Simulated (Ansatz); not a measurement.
# PdS2 (fluorite): one cell under locks on the spin, part 2 of 2

Task: run PdS2 (fluorite) at one cell with the spin set up in several ways. Cell and atoms stay fixed. This structure was made by substitution into a known type, so it needn't be the compound's stable form.

Ansatz 0.2.0; DFT LDA+U (U = 3 eV, J = 0.9 eV on Pd d), plane waves, PAW. Earlier steps stand in the parts before.

## (4) Ferromagnetic start, free, default search

Input file input.yaml:

```yaml
crystal:
  lattice:
    - [0.0, 2.9540081, 2.9540081]
    - [2.9540081, 0.0, 2.9540081]
    - [2.9540081, 2.9540081, 0.0]
  atoms:
    - { symbol: Pd, position: [0.0, 0.0, 0.0], spin: 4.0 }
    - { symbol: S, position: [0.25, 0.25, 0.25] }
    - { symbol: S, position: [0.75, 0.75, 0.75] }
basis:
  ecutwfc: 420
  ecutrho_ratio: 4
kpoints:
  mp_grid: { grid: [6, 6, 6] }
hamiltonian:
  xc: lda
  hubbard: { sites: [{ site: 0, l: d, u: 3.0, j: 0.9 }] }
scf:
  occupations: { method: gaussian, width: 0.05 }
output:
  forces: true
  stress: true
  eigenvalues: true
  populations: true
  hubbard: { sites: [{ site: 0, l: d }] }
magnetization:
  spin_polarized: true
```

The run is started by

```bash
$ ansatz run input.yaml --threads 2 --pin off --max-ram 3072MiB --backend cpu --events-out ev --progress --plain --runs-dir out
```

What it wrote (excerpt; [...] marks lines left out):

```text
Warning: RAYON_NUM_THREADS=2 ignored (pool sized by the plan → 2); use --threads N
Pd: projections on atomic orbitals take those of the free atom [Ar 3d10] 4s2 4p6 4d10, of charge +0.00 (hamiltonian.pseudopotentials.projection_atoms); the dataset's partial waves leave at most 1.0e-5 of an orbital's norm unspanned inside its sphere
S: projections on atomic orbitals take those of the free atom [Ne] 3s2 3p4, of charge +0.00 (hamiltonian.pseudopotentials.projection_atoms); the dataset's partial waves leave at most 1.6e-7 of an orbital's norm unspanned inside its sphere
[...]
Pseudopotentials: kind: paw
Pseudopotential: Pd, paw, valence charge 18, recommended cutoff 420 eV (normal), Pd.paw.azcp
Pseudopotential: S, paw, valence charge 6, recommended cutoff 420 eV (normal), S.paw.azcp
Functional definition: SPW92
[...]
Crystal: 3 atoms, lattice volume = 51.554 Å³
Basis set: ecut = 420 eV, 965 PW (Γ)
[...]
       -4.249329      -0.000000      -0.000000
        0.000000      -4.249329       0.000000
       -0.000000       0.000000      -4.249329
  P = ⅓ Tr σ = -4.2493 GPa (-42.493 kbar)
--- Band table (eV; the first three rows and the last of 32) ---
[... band rows left out ...]
[...]
Occupation matrices written to <dir>
--- Löwdin populations: 3 sites ---
  site symbol       q [e]    m [muB]
     0     Pd     17.0775     0.1332
     1      S      6.3231     0.1018
     2      S      6.3231     0.1018
  spilling = 0.009207 (of n_electrons = 30.000000)
--- Occupation matrices: 1 shell (run DFT+U table (all-electron-ortho-atomic); ε = 1.63e-4) ---
  Pd0 d_4D: site group Oh (m-3m)
  Pd0 d_4D up     Tr n = 4.6040  λ = 0.880 0.880 0.880 0.982 0.982  [3× xz 0.33 (T2g 1.00) T2g(1.00) | 2× z2 0.50 (Eg 1.00) Eg(1.00)]
  Pd0 d_4D dn     Tr n = 4.4702  λ = 0.837 0.837 0.837 0.979 0.979  [3× xz 0.33 (T2g 1.00) T2g(1.00) | 2× z2 0.50 (Eg 1.00) Eg(1.00)]
  Tr n, λ and their labels are of the run-group-symmetrised matrices; stabiliser: 48 of 96 elements of G0×{1,Θ} (closed), max defect 3.1e-15 at τ = 3.5e-5
```

Wall time 4.7 s (2 threads of Arm Neoverse N1, shared host); peak memory 0.36 GiB.

End state: no gap, pressure -4.2 GPa, moments in spheres Pd 0.16; S 0.07 μB, largest force component 0.00 eV/Å, 48 symmetry operations imposed.

The shells' filling, with natural orbitals sorted by occupation:

```
         shell  channel  electrons  over 0.8  0.2 to 0.8  under 0.2
Pd 4d (atom 1)       up       4.60         5           0          0
Pd 4d (atom 1)     down       4.47         5           0          0
```

## (5) Site moments held (series factor 1.05; the input gives the size)

Input file input.yaml:

```yaml
crystal:
  lattice:
    - [0.0, 2.9540081, 2.9540081]
    - [2.9540081, 0.0, 2.9540081]
    - [2.9540081, 2.9540081, 0.0]
  atoms:
    - { symbol: Pd, position: [0.0, 0.0, 0.0], spin: 4.2 }
    - { symbol: S, position: [0.25, 0.25, 0.25] }
    - { symbol: S, position: [0.75, 0.75, 0.75] }
basis:
  ecutwfc: 420
  ecutrho_ratio: 4
kpoints:
  mp_grid: { grid: [6, 6, 6] }
hamiltonian:
  xc: lda
  hubbard:
    sites:
      - { site: 0, l: d, u: 3.0, j: 0.9, starting_ns: [{ spin: up, occupation_matrix: s0up }, { spin: down, occupation_matrix: s0down }] }
    occupation_matrices:
      s0up:
        matrix:
          - [0.97, 0.0, 0.0, 0.0, 0.0]
          - [0.0, 0.97, 0.0, 0.0, 0.0]
          - [0.0, 0.0, 0.97, 0.0, 0.0]
          - [0.0, 0.0, 0.0, 0.97, 0.0]
          - [0.0, 0.0, 0.0, 0.0, 0.97]
      s0down:
        matrix:
          - [0.02, 0.0, 0.0, 0.0, 0.0]
          - [0.0, 0.02, 0.0, 0.0, 0.0]
          - [0.0, 0.0, 0.02, 0.0, 0.0]
          - [0.0, 0.0, 0.0, 0.97, 0.0]
          - [0.0, 0.0, 0.0, 0.0, 0.02]
    ns_hold: { iters: 8 }
scf:
  occupations: { method: gaussian, width: 0.05 }
  lower_state_search: "off"
  max_iter: 150
output:
  forces: true
  stress: true
  eigenvalues: true
  populations: true
  hubbard: { sites: [{ site: 0, l: d }] }
magnetization:
  spin_polarized: true
  spin_locking: { lock_spins: true }
```

The typed matrices put 0.97 on the chosen orbitals and 0.02 on the others, and are held for 8 cycles. The lock stays on to the end, so the result is a constrained state unless its moments die out.

The run is started by

```bash
$ ansatz run input.yaml --threads 2 --pin off --max-ram 3072MiB --backend cpu --events-out ev --progress --plain --runs-dir out
```

What it wrote (excerpt; [...] marks lines left out):

```text
Warning: crystal.symmetry: narrowed to the stabiliser of the occupation matrices — unitary ops 48 → 16; lowered by the specified shell (site 0, l: d); largest admitted image defect 8.9e-16, smallest excluded 7.1e-1 — at a splitting's scale: the group the occupation matrices' own texture admits
Warning: output.stress: scf.convergence.dr2_threshold = 1e-7 eV (the SCF's general default) is looser than the 3e-10 eV advised for a printed stress (1e-10 eV for each atom of the cell: 3). What an SCF threshold leaves in a stress goes as its square root, and in the free energy as the [...]
Warning: output.stress: the lock of the moments that magnetization.spin_locking holds to the close lets an SCF meet its threshold on dr2 anywhere within the lock's freeze window, and the stress can move with the moments there: no threshold on dr2 bounds that. The window is the square root [...]
Warning: RAYON_NUM_THREADS=2 ignored (pool sized by the plan → 2); use --threads N
Pd: projections on atomic orbitals take those of the free atom [Ar 3d10] 4s2 4p6 4d10, of charge +0.00 (hamiltonian.pseudopotentials.projection_atoms); the dataset's partial waves leave at most 1.0e-5 of an orbital's norm unspanned inside its sphere
S: projections on atomic orbitals take those of the free atom [Ne] 3s2 3p4, of charge +0.00 (hamiltonian.pseudopotentials.projection_atoms); the dataset's partial waves leave at most 1.6e-7 of an orbital's norm unspanned inside its sphere
[...]
WARN: hamiltonian.hubbard: on 1 of 2 specified blocks the occupation matrix of this SCF's result fails the test of the specified filling. At site 0 ↓ (sites count from 0 in the list of atoms of the cell that this SCF solves) the least filled combination of the orbitals specified full has [...]
  site 0 (l=d) ↑: largest change of an orbital's occupation 0.0097; electrons 4.8500 specified, 4.8420 found; spectral distance 0.0152
--- Forces (eV/Å), atoms counted from 1 ---
  atom   1  Pd    -0.00000000     0.00000000     0.00000000
  atom   2  S      0.00000000     0.00000000     0.00000000
  atom   3  S      0.00000000    -0.00000000     0.00000000
[...]
--- Stress (GPa, compression-positive) ---
       16.093165       0.000000       0.000000
        0.000000      16.093165       0.000000
        0.000000       0.000000      16.091742
  P = ⅓ Tr σ = 16.0927 GPa (160.927 kbar)
--- Band table (eV; the first three rows and the last of 60) ---
[... band rows left out ...]
[...]
Occupation matrices written to <dir>
--- Löwdin populations: 3 sites ---
  site symbol       q [e]    m [muB]
     0     Pd     14.6724     2.9991
     1      S      6.9013     0.2065
     2      S      6.9013     0.2065
  spilling = 0.050836 (of n_electrons = 30.000000)
--- Occupation matrices: 1 shell (run DFT+U table (all-electron-ortho-atomic); ε = 6.48e-3) ---
  Pd0 d_4D: site group Oh (m-3m)
  Pd0 d_4D up     Tr n = 4.8420  λ = 0.960 0.960 0.974 0.974 0.974  [2× z2 0.50 (Eg 1.00) Eg(1.00) | 3× xz 0.33 (T2g 1.00) T2g(1.00)]
  Pd0 d_4D dn     Tr n = 1.8333  λ = 0.349 0.349 0.349 0.392 0.393  [3× xz 0.33 (T2g 1.00) T2g(1.00) | 2× z2 0.50 (Eg 1.00) Eg(1.00)]
  specified occupation → Pd0 d_4D up: matrix, ‖Δ‖_F = 0.0152, Tr Δ = +0.0080, displaced = 0.0154, d_λ = 0.0152; orbital distance = 0.0000
  specified occupation → Pd0 d_4D dn: matrix, ‖Δ‖_F = 0.8932, Tr Δ = -0.7833, displaced = 0.9692, d_λ = 0.8931; orbital distance = 0.7071
  Tr n, λ and their labels are of the run-group-symmetrised matrices; stabiliser: 48 of 96 elements of G0×{1,Θ} (closed), max defect 1.3e-4 at τ = 1.4e-3
```

It took 20 s on 2 threads of Arm Neoverse N1, shared host; peak memory 0.4 GiB.

It ends with no gap, pressure 16.1 GPa, moments in spheres Pd 4.20 μB, largest force component 0.00 eV/Å, 16 symmetry operations imposed. The program reports that the typed filling wasn't kept.

How the shells are filled (orbitals counted by the eigenvalues of the occupation matrices):

```
         shell  channel  electrons  over 0.8  0.2 to 0.8  under 0.2
Pd 4d (atom 1)       up       4.84         5           0          0
Pd 4d (atom 1)     down       1.83         0           5          0
```

## (6) Total moment locked, 2.00 μB per cell

Input file input.yaml:

```yaml
crystal:
  lattice:
    - [0.0, 2.9540081, 2.9540081]
    - [2.9540081, 0.0, 2.9540081]
    - [2.9540081, 2.9540081, 0.0]
  atoms:
    - { symbol: Pd, position: [0.0, 0.0, 0.0], spin: 2.0 }
    - { symbol: S, position: [0.25, 0.25, 0.25] }
    - { symbol: S, position: [0.75, 0.75, 0.75] }
basis:
  ecutwfc: 420
  ecutrho_ratio: 4
kpoints:
  mp_grid: { grid: [6, 6, 6] }
hamiltonian:
  xc: lda
  hubbard: { sites: [{ site: 0, l: d, u: 3.0, j: 0.9 }] }
scf:
  occupations: { method: gaussian, width: 0.05 }
  lower_state_search: "off"
  max_iter: 150
output:
  forces: true
  stress: true
  eigenvalues: true
  populations: true
  hubbard: { sites: [{ site: 0, l: d }] }
magnetization:
  spin_polarized: true
  initial_magnetization: 2.0
  spin_locking: { lock_magnetization: hard }
```

The lock stays on to the end, so the result is a constrained state unless its moments die out.

The run is started by

```bash
$ ansatz run input.yaml --threads 2 --pin off --max-ram 3072MiB --backend cpu --events-out ev --progress --plain --runs-dir out
```

What it wrote (excerpt; [...] marks lines left out):

```text
Warning: output.stress: scf.convergence.dr2_threshold = 1e-7 eV (the SCF's general default) is looser than the 3e-10 eV advised for a printed stress (1e-10 eV for each atom of the cell: 3). What an SCF threshold leaves in a stress goes as its square root, and in the free energy as the [...]
Warning: RAYON_NUM_THREADS=2 ignored (pool sized by the plan → 2); use --threads N
Pd: projections on atomic orbitals take those of the free atom [Ar 3d10] 4s2 4p6 4d10, of charge +0.00 (hamiltonian.pseudopotentials.projection_atoms); the dataset's partial waves leave at most 1.0e-5 of an orbital's norm unspanned inside its sphere
S: projections on atomic orbitals take those of the free atom [Ne] 3s2 3p4, of charge +0.00 (hamiltonian.pseudopotentials.projection_atoms); the dataset's partial waves leave at most 1.6e-7 of an orbital's norm unspanned inside its sphere
[...]
[... 2 set-up lines as earlier in the session ...]
[...]
        0.000000      -2.109425       0.000000
       -0.000000       0.000000      -2.109425
  P = ⅓ Tr σ = -2.1094 GPa (-21.094 kbar)
--- Band table (eV; the first three rows and the last of 32) ---
  k-point 0 ↑: bands = ["-74.0014", "-39.8035", "-39.8035", "-39.8035", "-4.6725", "-0.2515", "3.9351", "3.9351", "3.9351", "6.6556", "6.6556", "9.9425", "9.9425", "9.9425", "10.7536", "10.7536", "10.7536", "15.1428", "15.1428", "15.1428"]
[...]
Occupation matrices written to <dir>
--- Löwdin populations: 3 sites ---
  site symbol       q [e]    m [muB]
     0     Pd     17.0350     0.5873
     1      S      6.3449     0.6972
     2      S      6.3449     0.6972
  spilling = 0.009172 (of n_electrons = 30.000000)
--- Occupation matrices: 1 shell (run DFT+U table (all-electron-ortho-atomic); ε = 1.67e-3) ---
  Pd0 d_4D: site group Oh (m-3m)
  Pd0 d_4D up     Tr n = 4.8106  λ = 0.944 0.944 0.944 0.990 0.990  [3× xz 0.33 (T2g 1.00) T2g(1.00) | 2× z2 0.50 (Eg 1.00) Eg(1.00)]
  Pd0 d_4D dn     Tr n = 4.2214  λ = 0.758 0.758 0.758 0.973 0.973  [3× xz 0.33 (T2g 1.00) T2g(1.00) | 2× z2 0.50 (Eg 1.00) Eg(1.00)]
  Tr n, λ and their labels are of the run-group-symmetrised matrices; stabiliser: 48 of 96 elements of G0×{1,Θ} (closed), max defect 3.2e-15 at τ = 3.5e-4
```

It took 3.5 s on 2 threads of Arm Neoverse N1, shared host; peak memory 0.35 GiB.

Result: no gap, pressure -2.1 GPa, moments in spheres Pd 0.68; S 0.51 μB, largest force component 0.00 eV/Å, 48 symmetry operations imposed.

How the shells are filled (orbitals counted by the eigenvalues of the occupation matrices):

```
         shell  channel  electrons  over 0.8  0.2 to 0.8  under 0.2
Pd 4d (atom 1)       up       4.81         5           0          0
Pd 4d (atom 1)     down       4.22         2           3          0
```

## (7) Results

The summary covers parts 1 to 2.

Energies count from the lowest free state and have the smearing extrapolated to zero; for held moments they are taken at the target, with the constraint's term.

| start | energy (meV/atom) | gap (eV) | pressure (GPa) | largest moment (μB) | SCF cycles | time |
| --- | --- | --- | --- | --- | --- | --- |
| ferromagnetic start, free, natural orbitals of the symmetric run filled by rank | 0.0 | metal | -4.2 | 0.16 | 23 | 10 s |
| ferromagnetic start, free, symmetry kept, no search | 0.0 | metal | -4.2 | 0.16 | 16 | 4.6 s |
| ferromagnetic start, free, default search | 0.0 | metal | -4.2 | 0.16 | 16 | 4.7 s |
| total moment locked, 2.00 μB per cell [held] | 196.8 | metal | -2.1 | 0.68 | 9 | 3.5 s |
| site moments held (series factor 1.05; the input gives the size) [held] | 6996.7 | metal | 16.1 | 4.20 | 60 | 20 s |

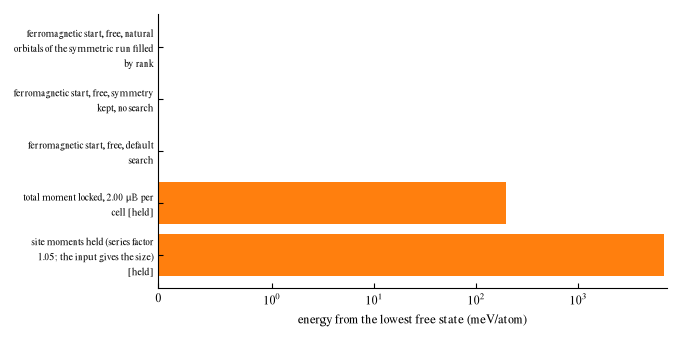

Energy of each end state; held states orange; the scale is logarithmic beyond 1 meV.

The 3 free runs end within about 1 meV/atom of each other. The run with the program's default settings reaches the lowest one found. The cheapest of the held states in this table, «total moment locked, 2.00 μB per cell», lies +197 meV/atom from the lowest free state; part of that can come from another filling of the orbitals. The lowest state found need not be the ground state, and the geometry wasn't relaxed for any of them.
